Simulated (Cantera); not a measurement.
A closed system holds: 1 mol Cu, 0.67 mol F₂, 4.8 mol H₂, held at 2.60 mbar.

These are equilibrium values from Cantera (NASA tables, ideal gas, pure condensed phases), not measurements of a reactor. Candidate condensed phases: Cu, CuF₂; 15 gas species. Kinetics and transport are ignored.

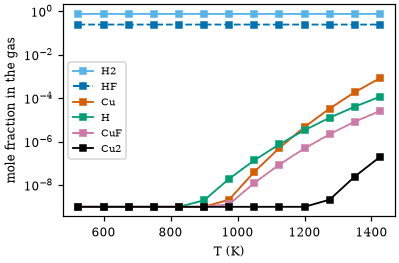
Equilibrium gas composition (values under 1e-9 drawn at 1e-9)

From 525 K to 1350 K the condensed part is Cu(s). At 1425 K the condensed part is Cu(l).
